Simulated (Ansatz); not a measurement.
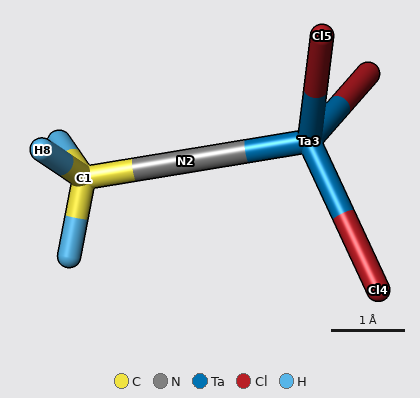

**Figure 1.** The structure as given in the input (stick view, seen at a tilt; atoms are numbered from 1 in the order of the input). Sticks mark near contacts. Bond lengths as drawn: Cl–Ta 2.30 Å, C–H 1.09 Å, C–N 1.42 Å and N–Ta 1.75 Å.

# Single-point calculation of CH3Cl3NTa

- system: CH3Cl3NTa, SMILES C[N]=[Ta]([Cl])([Cl])[Cl]
- method: RKS LC-wPBE/def2-TZVPP (Ansatz 0.2.0)

The geometry comes from this level: PBE0-D4/def2-TZVP.

What the program printed:
```
Functional definition: LC-wPBE
  name "LC-wPBE"
  cite "Vydrov & Scuseria, J. Chem. Phys. 125, 234109 (2006) doi:10.1063/1.2409292"
  cite "Heyd & Scuseria, J. Chem. Phys. 120, 7274 (2004) doi:10.1063/1.1668634"
  cite "Ernzerhof & Perdew, J. Chem. Phys. 109, 3313 (1998) doi:10.1063/1.476928"
  cite "Perdew, Burke & Ernzerhof, Phys. Rev. Lett. 77, 3865 (1996) doi:10.1103/PhysRevLett.77.3865"
  parent pbe
  parameter omega = 0.4/bohr
  exchange = pbe_x_sr(omega) + exact_x_lr(omega)
  correlation = pbe_c
1731 factors; their error is unknown
420 factors; integrals over basis functions are off by at most 3.5e-5 eV
mean field evaluation 1: about -41682.4556 eV, gradient 7.1e1 eV
mean field evaluation 2: about -41645.7506 eV, gradient 1.6e2 eV
mean field evaluation 4: about -41692.9532 eV, gradient 3.1e0 eV
mean field evaluation 8: about -41692.9851 eV, gradient 1.8e-1 eV
mean field evaluation 16: about -41692.9451 eV, gradient 3.2e-4 eV
mean field -41692.94505342 eV, -1532.1874702199 hartree, gradient 4.8e-5 eV, S^2 0.000000; 0 other end points of the search recorded, 0 dependent functions left out
reference -41692.94505343 eV, -1532.1874702202 hartree; 40, 40 occupied and 246, 246 virtual orbitals, 1731 factors
Total energy: -41692.94505343 eV, -1532.1874702202 hartree
```

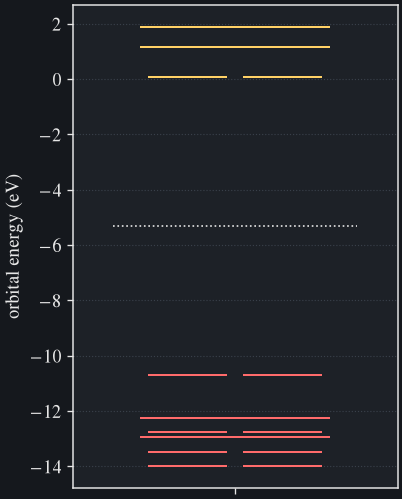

**Figure 2.** Orbital energies near the frontier; the dotted line parts filled from empty levels, and levels within 0.02 eV of each other stand side by side. Highest filled −10.68 eV, lowest empty 0.08 eV, 10.76 eV apart.

The run was set up as follows.

Input file:
```yaml
crystal:
  periodic: [false, false, false]
  atoms:
    - {symbol: C, position_ang: [0.269575, -1.312976, 0.977607]}
    - {symbol: N, position_ang: [0.045979, -0.193153, 0.139524]}
    - {symbol: Ta, position_ang: [-0.227275, 1.186467, -0.893920]}
    - {symbol: Cl, position_ang: [-2.116235, 0.731553, -2.117991]}
    - {symbol: Cl, position_ang: [1.632640, 1.393350, -2.224651]}
    - {symbol: Cl, position_ang: [-0.507233, 3.000593, 0.485994]}
    - {symbol: H, position_ang: [-0.599410, -1.978402, 0.971079]}
    - {symbol: H, position_ang: [1.140663, -1.881185, 0.636516]}
    - {symbol: H, position_ang: [0.449796, -0.992548, 2.008542]}
basis:
  gaussian: {orbitals: def2-TZVPP}
hamiltonian: {xc: {name: LC-wPBE}}
output: {orbitals: {seedname: orbitals}}
```

Launch command:
```bash
ansatz run in.yaml --threads 4 --pin off --events-out ev --progress --plain --max-ram 11315MiB
```

Key numbers:

| quantity | value |
| --- | --- |
| outcome | converged |
| total energy | −41692.9451 eV |
| SCF solution under orbital rotations | stable |
| HOMO | −10.68 eV |
| LUMO | 0.08 eV |
| hardware | 4 threads of Arm Neoverse V2, 23 GiB of memory available, shared host |
| wall time | 5.5 s (CPU time 19 s) |
| peak memory | 0.66 GiB |
